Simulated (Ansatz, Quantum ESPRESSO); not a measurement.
# The work function of Nb(110), 5 layers, one monolayer of Si on top sites, level by level, part 5 of 6

Aim: the work function of each face of Nb(110), 5 layers, one monolayer of Si on top sites, and how it moves with functional, pseudopotentials and boundary condition.

Quantum ESPRESSO 7.5; plane-wave DFT, PBE, GBRV ultrasoft pseudopotentials; geometry and cross-check by Ansatz 0.2.0 with PAW datasets.

So far. Step 8 (Self-consistent run: open boundaries by the effective …): The upper level is 4.857 eV against 4.845 eV from the periodic run. Step 9 (SCF with pw.x: PBE, SPMS norm-conserving): The upper face goes from 4.857 eV (PBE, GBRV) to 4.825 eV, a change of -0.032 eV from the pseudopotentials and their cutoffs.

**10. SCF with pw.x: PBE, SSSP efficiency**

Level of this step: plane-wave DFT, PBE, SSSP efficiency pseudopotentials (Quantum ESPRESSO 7.5).

Input file sssp-pbe.in:

```
&control
  prefix = 'sssp-pbe'
  outdir = './out'
  pseudo_dir = './pseudo'
  calculation = 'scf'
  tprnfor = .true.
/
&system
  ibrav = 0
  nat = 6
  ntyp = 2
  ecutwfc = 45
  ecutrho = 360
  occupations = 'smearing'
  smearing = 'mv'
  degauss = 0.02
  assume_isolated = 'esm'
  esm_bc = 'bc1'
/
&electrons
  conv_thr = 1e-07
  mixing_beta = 0.4
  electron_maxstep = 120
  mixing_mode = 'local-TF'
/
ATOMIC_SPECIES
  Nb  92.9064  Nb.pbe-spn-kjpaw_psl.0.3.0.UPF
  Si  28.0850  Si.pbe-n-rrkjus_psl.1.0.0.UPF
CELL_PARAMETERS angstrom
  2.33345237790000 -1.65000000000000 0.00000000000000
  2.33345237790000 1.65000000000000 0.00000000000000
  0.00000000000000 0.00000000000000 28.33380951170000
ATOMIC_POSITIONS crystal
  Nb  0.000000000000 0.000000000000 -0.211694714647
  Nb  0.500000000000 0.500000000000 -0.129338955947
  Nb  0.000000000000 0.000000000000 -0.046983197347
  Nb  0.500000000000 0.500000000000 0.036144966957
  Nb  -0.000000000000 -0.000000000000 0.119552114158
  Si  -0.000000000000 -0.000000000000 0.211694714647
K_POINTS automatic
  10 10 1 0 0 0
```

Run with:

```
$ OMP_NUM_THREADS=1 mpirun -n 4 pw.x -nk 4 -in sssp-pbe.in > sssp-pbe.out
```

What it wrote:

```text
[banner, memory and clock lines left out]
Program PWSCF v.7.5 starts
[citation notice left out]

[...]
Message from routine setup:
[...]
bravais-lattice index     =            0
     lattice parameter (alat)  =       5.4006  a.u.
     unit-cell volume          =    1472.3615 (a.u.)^3
     number of atoms/cell      =            6
     number of atomic types    =            2
     number of electrons       =        69.00
     number of Kohn-Sham states=           42
     kinetic-energy cutoff     =      45.0000  Ry
     charge density cutoff     =     360.0000  Ry
     scf convergence threshold =      1.0E-07
     mixing beta               =       0.4000
     number of iterations used =            8  local-TF  mixing
     Exchange-correlation= PBE
                           (   1   4   3   4   0   0   0)

     Effective Screening Medium Method
     Boundary Conditions: Vacuum-Slab-Vacuum
     total charge in unit cell        =   0.0000
     grid points for fit at edges     =        4

[...]
PseudoPot. # 1 for Nb read from file:
     ./pseudo/Nb.pbe-spn-kjpaw_psl.0.3.0.UPF
     Pseudo is Projector augmented-wave + core cor, Zval = 13.0
     Generated using "atomic" code by A. Dal Corso  v.5.0.99 svn rev. 10869
     Shape of augmentation charge: PSQ
     Using radial grid of 1227 points,  6 beta functions with:
                l(1) =   0
                l(2) =   0
                l(3) =   1
                l(4) =   1
                l(5) =   2
                l(6) =   2
     Q(r) pseudized with 0 coefficients

     PseudoPot. # 2 for Si read from file:
     ./pseudo/Si.pbe-n-rrkjus_psl.1.0.0.UPF
     Pseudo is Ultrasoft + core correction, Zval =  4.0
     Generated using "atomic" code by A. Dal Corso  v.5.1
     Using radial grid of 1141 points,  6 beta functions with:
                l(1) =   0
                l(2) =   0
                l(3) =   1
                l(4) =   1
                l(5) =   2
                l(6) =   2
     Q(r) pseudized with 0 coefficients

     atomic species   valence    mass     pseudopotential
     Nb               13.00    92.90640     Nb( 1.00)
     Si                4.00    28.08500     Si( 1.00)

      4 Sym. Ops. (no inversion) found

[...]
number of k points=    31  Marzari-Vanderbilt smearing, width (Ry)=  0.0200
[...]
Dense  grid:   169859 G-vectors     FFT dimensions: (  36,  36, 324)

     Smooth grid:    60171 G-vectors     FFT dimensions: (  24,  24, 240)

     Check: negative core charge=   -0.000005

     Initial potential from superposition of free atoms

     starting charge      68.9888, renormalised to      69.0000

     negative rho (up, down):  8.735E-04 0.000E+00
     Starting wfcs are   54 randomized atomic wfcs
     Checking if some PAW data can be deallocated...

     per-process dynamical memory:   145.3 Mb

     Self-consistent Calculation

     iteration #  1     ecut=    45.00 Ry     beta= 0.40
     Davidson diagonalization with overlap
     ethr =  1.00E-02,  avg # of iterations =  1.3

     negative rho (up, down):  2.726E-04 0.000E+00

     total energy              =   -1682.34813350 Ry
     estimated scf accuracy    <       3.24744073 Ry

     iteration #  2     ecut=    45.00 Ry     beta= 0.40
[...]
negative rho (up, down):  4.670E-05 0.000E+00

[...]
total energy              =   -1682.38518660 Ry
     estimated scf accuracy    <       1.05669278 Ry

     iteration #  3     ecut=    45.00 Ry     beta= 0.40
[...]
negative rho (up, down):  7.067E-06 0.000E+00

[...]
total energy              =   -1682.45731404 Ry
     estimated scf accuracy    <       0.28676290 Ry

     iteration #  4     ecut=    45.00 Ry     beta= 0.40
[...]
negative rho (up, down):  1.793E-06 0.000E+00

[...]
total energy              =   -1682.53440055 Ry
     estimated scf accuracy    <       0.37190950 Ry

     iteration #  5     ecut=    45.00 Ry     beta= 0.40
[...]
negative rho (up, down):  1.259E-06 0.000E+00

[...]
total energy              =   -1682.53434691 Ry
     estimated scf accuracy    <       0.10772149 Ry

     iteration #  6     ecut=    45.00 Ry     beta= 0.40
[...]
c_bands:  1 eigenvalues not converged
     c_bands:  1 eigenvalues not converged
     c_bands:  2 eigenvalues not converged
[...]
negative rho (up, down):  9.765E-07 0.000E+00

[...]
total energy              =   -1682.55337385 Ry
     estimated scf accuracy    <       1.30564870 Ry

[...]
iteration # 31     ecut=    45.00 Ry     beta= 0.40
[...]
negative rho (up, down):  1.059E-03 0.000E+00

[...]
total energy              =   -1682.57418818 Ry
     estimated scf accuracy    <       0.00000075 Ry

     iteration # 32     ecut=    45.00 Ry     beta= 0.40
[...]
negative rho (up, down):  1.078E-03 0.000E+00

[...]
total energy              =   -1682.57417645 Ry
     estimated scf accuracy    <       0.00000055 Ry

     iteration # 33     ecut=    45.00 Ry     beta= 0.40
[...]
negative rho (up, down):  1.060E-03 0.000E+00

[...]
total energy              =   -1682.57417766 Ry
     estimated scf accuracy    <       0.00000014 Ry

     iteration # 34     ecut=    45.00 Ry     beta= 0.40
[...]
negative rho (up, down):  1.044E-03 0.000E+00

[...]
End of self-consistent calculation

          k = 0.0000 0.0000 0.0000 (  7537 PWs)   bands (ev):

   -59.3144 -59.2327 -59.0751 -59.0078 -58.9066 -35.7728 -35.6209 -35.3008
   -34.9543 -34.9261 -34.9095 -34.7498 -34.6830 -34.6204 -34.6187 -34.5789
   -34.4778 -34.4621 -34.4432 -34.4042 -14.5042 -10.3700  -9.6522  -8.8117
    -8.3914  -8.3558  -7.2210  -6.3057  -6.0385  -5.5905  -5.1028  -5.0697
    -4.6692  -4.5962  -4.4924  -4.1814  -4.0775  -3.3057  -3.1486  -2.0999
    -2.0786  -2.0507

          k = 0.0612 0.0866 0.0000 (  7533 PWs)   bands (ev):

   -59.3016 -59.2197 -59.0606 -58.9973 -58.8991 -35.7404 -35.6041 -35.3150
   -35.0353 -34.9694 -34.9207 -34.7736 -34.7330 -34.6997 -34.6613 -34.5557
   -34.5470 -34.4987 -34.4853 -34.4406 -14.3138 -10.0752  -9.3781  -8.5388
    -8.1016  -8.0621  -7.0822  -6.2359  -5.9860  -5.5553  -5.2284  -5.0483
    -4.9060  -4.7120  -4.5646  -4.3531  -4.0386  -3.7076  -3.1618  -2.2991
    -2.2264  -2.0482

[...]
the Fermi energy is    -4.7017 ev

!    total energy              =   -1682.57417755 Ry
     estimated scf accuracy    <       0.00000008 Ry
     smearing contrib. (-TS)   =       0.00018478 Ry
     internal energy E=F+TS    =   -1682.57436233 Ry

     The total energy is F=E-TS. E is the sum of the following terms:
     one-electron contribution =   17317.20060693 Ry
     hartree contribution      =   -8671.13159598 Ry
     xc contribution           =    -150.45997249 Ry
     ewald contribution        =   -9135.73428549 Ry
     one-center paw contrib.   =   -1042.44911529 Ry

     convergence has been achieved in  34 iterations

     negative rho (up, down):  1.044E-03 0.000E+00

     Forces acting on atoms (cartesian axes, Ry/au):

     atom    1 type  1   force =     0.00000000    0.00000000    0.01240301
     atom    2 type  1   force =     0.00000000    0.00000000   -0.01611762
     atom    3 type  1   force =     0.00000000    0.00000000    0.00432781
     atom    4 type  1   force =     0.00000000    0.00000000   -0.00076906
     atom    5 type  1   force =     0.00000000    0.00000000    0.00135101
     atom    6 type  2   force =     0.00000000    0.00000000   -0.00102091

     Total force =     0.020876     Total SCF correction =     0.001623

[...]
```

It took 2.7 min on 4 MPI ranks of Intel Xeon Platinum 8559C (Emerald Rapids), shared host; peak memory 1.2 GiB; 11 min of CPU time.

Read from the output:

```
free energy                                                    : -22892.5879 eV
Fermi energy                                                   : -4.702 eV
vacuum line at the lower end of the cell, over the Fermi level : 4.570 eV
vacuum line at the upper end of the cell, over the Fermi level : 4.834 eV
```

The potential energy, planar mean oscillates, so the rows of the table below give means over windows of 2.37 Å about each position, cut where the curve ends. Its maxima inside the range that stand out by 2 % of the span (Å: eV): -4.8: -1.13, -2.5: -1.22, -0.2: -0.997, 2.2: -0.961, 4.8: 1.54. Its minima: -6.0: -31.7, -3.7: -31.6, -1.3: -31.6, 1.1: -31.6, 3.4: -31.7, 6.0: -11.4.

Electrostatic potential energy of an electron; zero at the Fermi level. The potential energy, planar mean by z; means over each step:

| z (Å) | potential energy, planar mean (eV) |
| --- | --- |
| -12.98 | 4.57 |
| -10.61 | 4.56 |
| -8.24 | 3.53 |
| -5.87 | -13.6 |
| -3.50 | -13.5 |
| -1.13 | -13.4 |
| 1.24 | -13.4 |
| 3.61 | -13.2 |
| 5.98 | -4.75 |
| 8.35 | 4.46 |
| 10.72 | 4.83 |
| 13.09 | 4.83 |

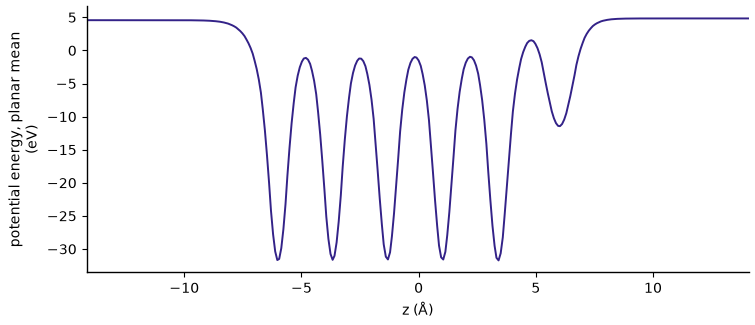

Potential energy, planar mean against z.

The upper face goes from 4.857 eV (PBE, GBRV) to 4.834 eV, a change of -0.024 eV from the pseudopotentials and their cutoffs.

**11. Self-consistent run: PBEsol, GBRV ultrasoft**

Level of this step: plane-wave DFT, PBEsol, GBRV ultrasoft pseudopotentials (Quantum ESPRESSO 7.5).

gbrv-pbesol.in, as its differences from the input of step 10:

```diff
@@ -1,3 +1,3 @@
 &control
-  prefix = 'sssp-pbe'
+  prefix = 'gbrv-pbesol'
   outdir = './out'
@@ -11,4 +11,4 @@
   ntyp = 2
-  ecutwfc = 45
-  ecutrho = 360
+  ecutwfc = 40
+  ecutrho = 200
   occupations = 'smearing'
@@ -26,4 +26,4 @@
 ATOMIC_SPECIES
-  Nb  92.9064  Nb.pbe-spn-kjpaw_psl.0.3.0.UPF
-  Si  28.0850  Si.pbe-n-rrkjus_psl.1.0.0.UPF
+  Nb  92.9064  nb_pbesol_v1.uspp.F.UPF
+  Si  28.0850  si_pbesol_v1.uspp.F.UPF
 CELL_PARAMETERS angstrom
```

Run with:

```
$ OMP_NUM_THREADS=1 mpirun -n 4 pw.x -nk 4 -in gbrv-pbesol.in > gbrv-pbesol.out
```

What it wrote:

```text
[banner, memory and clock lines left out]
Program PWSCF v.7.5 starts
[citation notice left out]

[...]
Message from routine setup:
[...]
bravais-lattice index     =            0
     lattice parameter (alat)  =       5.4006  a.u.
     unit-cell volume          =    1472.3615 (a.u.)^3
     number of atoms/cell      =            6
     number of atomic types    =            2
     number of electrons       =        69.00
     number of Kohn-Sham states=           42
     kinetic-energy cutoff     =      40.0000  Ry
     charge density cutoff     =     200.0000  Ry
     scf convergence threshold =      1.0E-07
     mixing beta               =       0.4000
     number of iterations used =            8  local-TF  mixing
     Exchange-correlation= SLA  PW   PSX  PSC
                           (   1   4  10   8   0   0   0)

     Effective Screening Medium Method
     Boundary Conditions: Vacuum-Slab-Vacuum
     total charge in unit cell        =   0.0000
     grid points for fit at edges     =        4

[...]
PseudoPot. # 1 for Nb read from file:
     ./pseudo/nb_pbesol_v1.uspp.F.UPF
     Pseudo is Ultrasoft + core correction, Zval = 13.0
     Generated by new atomic code, or converted to UPF format
     Using radial grid of  887 points,  6 beta functions with:
                l(1) =   0
                l(2) =   0
                l(3) =   1
                l(4) =   1
                l(5) =   2
                l(6) =   2
     Q(r) pseudized with  6 coefficients,  rinner =    1.000   1.000   1.000
                                                       1.000   1.000

     PseudoPot. # 2 for Si read from file:
     ./pseudo/si_pbesol_v1.uspp.F.UPF
     Pseudo is Ultrasoft + core correction, Zval =  4.0
     Generated by new atomic code, or converted to UPF format
     Using radial grid of  899 points,  6 beta functions with:
                l(1) =   0
                l(2) =   0
                l(3) =   1
                l(4) =   1
                l(5) =   2
                l(6) =   2
     Q(r) pseudized with  8 coefficients,  rinner =    0.900   0.900   0.900
                                                       0.900   0.900

     atomic species   valence    mass     pseudopotential
     Nb               13.00    92.90640     Nb( 1.00)
     Si                4.00    28.08500     Si( 1.00)

      4 Sym. Ops. (no inversion) found

[...]
number of k points=    31  Marzari-Vanderbilt smearing, width (Ry)=  0.0200
[...]
Dense  grid:    70217 G-vectors     FFT dimensions: (  25,  25, 243)

     Smooth grid:    50303 G-vectors     FFT dimensions: (  24,  24, 216)

     Check: negative core charge=   -0.000001

     Initial potential from superposition of free atoms

     starting charge      68.9869, renormalised to      69.0000

     negative rho (up, down):  2.849E-03 0.000E+00
     Starting wfcs are   69 randomized atomic wfcs

     per-process dynamical memory:    83.8 Mb

     Self-consistent Calculation

     iteration #  1     ecut=    40.00 Ry     beta= 0.40
     Davidson diagonalization with overlap
     ethr =  1.00E-02,  avg # of iterations =  1.3

     negative rho (up, down):  1.399E-03 0.000E+00

     total energy              =    -598.91738232 Ry
     estimated scf accuracy    <       5.25593229 Ry

     iteration #  2     ecut=    40.00 Ry     beta= 0.40
[...]
negative rho (up, down):  6.578E-04 0.000E+00

[...]
total energy              =    -598.90446842 Ry
     estimated scf accuracy    <       1.38731091 Ry

     iteration #  3     ecut=    40.00 Ry     beta= 0.40
[...]
negative rho (up, down):  3.333E-04 0.000E+00

[...]
total energy              =    -598.91733902 Ry
     estimated scf accuracy    <       0.26665204 Ry

     iteration #  4     ecut=    40.00 Ry     beta= 0.40
[...]
negative rho (up, down):  1.695E-04 0.000E+00

[...]
total energy              =    -598.97201399 Ry
     estimated scf accuracy    <       0.08728820 Ry

     iteration #  5     ecut=    40.00 Ry     beta= 0.40
[...]
negative rho (up, down):  9.465E-05 0.000E+00

[...]
total energy              =    -598.99363900 Ry
     estimated scf accuracy    <       0.02498432 Ry

     iteration #  6     ecut=    40.00 Ry     beta= 0.40
[...]
negative rho (up, down):  4.367E-05 0.000E+00

[...]
total energy              =    -599.00291729 Ry
     estimated scf accuracy    <       0.03839071 Ry

[...]
iteration # 26     ecut=    40.00 Ry     beta= 0.40
[...]
negative rho (up, down):  2.984E-03 0.000E+00

[...]
total energy              =    -598.99632164 Ry
     estimated scf accuracy    <       0.00000187 Ry

     iteration # 27     ecut=    40.00 Ry     beta= 0.40
[...]
negative rho (up, down):  3.012E-03 0.000E+00

[...]
total energy              =    -598.99624779 Ry
     estimated scf accuracy    <       0.00000033 Ry

     iteration # 28     ecut=    40.00 Ry     beta= 0.40
[...]
c_bands:  1 eigenvalues not converged
     c_bands:  1 eigenvalues not converged
[...]
negative rho (up, down):  3.046E-03 0.000E+00

[...]
total energy              =    -598.99607533 Ry
     estimated scf accuracy    <       0.00000011 Ry

     iteration # 29     ecut=    40.00 Ry     beta= 0.40
[...]
c_bands:  1 eigenvalues not converged
     c_bands:  1 eigenvalues not converged
     c_bands:  1 eigenvalues not converged
[...]
negative rho (up, down):  3.045E-03 0.000E+00

[...]
End of self-consistent calculation

          k = 0.0000 0.0000 0.0000 (  6353 PWs)   bands (ev):

   -59.3185 -59.2268 -59.0697 -59.0015 -58.8999 -35.7971 -35.6434 -35.3212
   -34.9750 -34.9423 -34.9224 -34.7641 -34.7015 -34.6332 -34.6289 -34.5922
   -34.4899 -34.4733 -34.4550 -34.4159 -14.5784 -10.4803  -9.7614  -8.9193
    -8.4929  -8.4581  -7.3031  -6.3941  -6.1242  -5.6758  -5.1934  -5.1541
    -4.7589  -4.6816  -4.5799  -4.2723  -4.1629  -3.3914  -3.2385  -2.1917
    -2.1381  -2.1255

          k = 0.0612 0.0866 0.0000 (  6350 PWs)   bands (ev):

   -59.3056 -59.2136 -59.0550 -58.9909 -58.8923 -35.7646 -35.6263 -35.3353
   -35.0546 -34.9859 -34.9359 -34.7881 -34.7511 -34.7139 -34.6721 -34.5685
   -34.5596 -34.5104 -34.4975 -34.4526 -14.3878 -10.1847  -9.4865  -8.6458
    -8.2019  -8.1639  -7.1641  -6.3242  -6.0722  -5.6413  -5.3186  -5.1340
    -4.9957  -4.7994  -4.6542  -4.4400  -4.1257  -3.7949  -3.2486  -2.3922
    -2.3165  -2.1287

[...]
the Fermi energy is    -4.7913 ev

!    total energy              =    -598.99603062 Ry
     estimated scf accuracy    <       0.00000001 Ry
     smearing contrib. (-TS)   =       0.00017482 Ry
     internal energy E=F+TS    =    -598.99620545 Ry

     The total energy is F=E-TS. E is the sum of the following terms:
     one-electron contribution =   17303.61061726 Ry
     hartree contribution      =   -8671.44565161 Ry
     xc contribution           =     -95.42688560 Ry
     ewald contribution        =   -9135.73428550 Ry

     convergence has been achieved in  29 iterations

     negative rho (up, down):  3.045E-03 0.000E+00

     Forces acting on atoms (cartesian axes, Ry/au):

     atom    1 type  1   force =     0.00000000    0.00000000    0.02447388
     atom    2 type  1   force =     0.00000000    0.00000000   -0.01591293
     atom    3 type  1   force =     0.00000000    0.00000000    0.00400174
     atom    4 type  1   force =     0.00000000    0.00000000   -0.00094146
     atom    5 type  1   force =     0.00000000    0.00000000   -0.00430739
     atom    6 type  2   force =     0.00000000    0.00000000   -0.00739828

     Total force =     0.030698     Total SCF correction =     0.000678

[...]
```

It took 1.8 min on 4 MPI ranks; peak memory 0.73 GiB.

Read from the output:

| Property | Result |
| --- | --- |
| free energy | -8149.7562 eV |
| Fermi energy | -4.791 eV |
| vacuum line at the lower end of the cell, over the Fermi level | 4.690 eV |
| vacuum line at the upper end of the cell, over the Fermi level | 4.892 eV |

The potential energy, planar mean oscillates, so the rows of the table below give means over windows of 2.33 Å about each position, cut where the curve ends. Its maxima inside the range that stand out by 2 % of the span (Å: eV): -4.8: -1.01, -2.5: -1.07, -0.1: -0.848, 2.2: -0.787, 4.8: 1.65. Its minima: -6.0: -30.8, -3.6: -30.7, -1.3: -30.7, 1.1: -30.9, 3.4: -31.0, 6.0: -13.8.

Electrostatic potential energy of an electron; zero at the Fermi level. The potential energy, planar mean by z; means over each step:

| z (Å) | potential energy, planar mean (eV) |
| --- | --- |
| -12.95 | 4.69 |
| -10.62 | 4.69 |
| -8.29 | 3.76 |
| -5.96 | -13.8 |
| -3.62 | -13.7 |
| -1.29 | -13.7 |
| 1.04 | -13.7 |
| 3.37 | -13.7 |
| 5.70 | -5.64 |
| 8.02 | 4.03 |
| 10.36 | 4.89 |
| 12.69 | 4.89 |

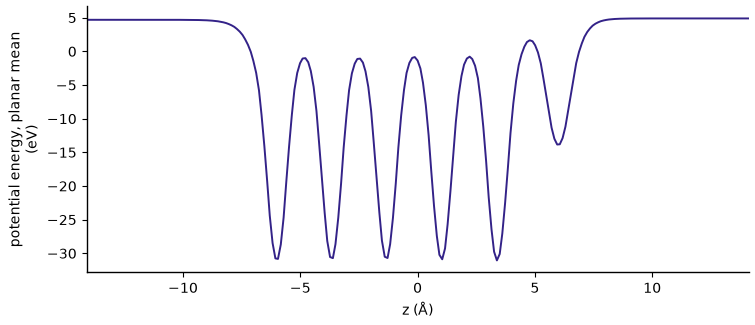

Potential energy, planar mean against z.

The upper face goes from 4.857 eV (PBE, GBRV) to 4.892 eV, a change of +0.035 eV.

(Part 5 of 6 ends here.)

[Logs are printed without paths, hosts, clocks, repeated set-up lines and the standing remarks that a program may print on its own settings, such as how far it seeks lower states.]

[Hosts, paths, dates, database ids (printed as entryN), source tags and the programs' standing remarks are cut or masked in the printed files.]

[Maps of the electrostatic potential energy from Ansatz leave out the sawtooth potential of an applied field or a dipole correction, so their vacuum need not be flat; planar profiles and work functions include it.]
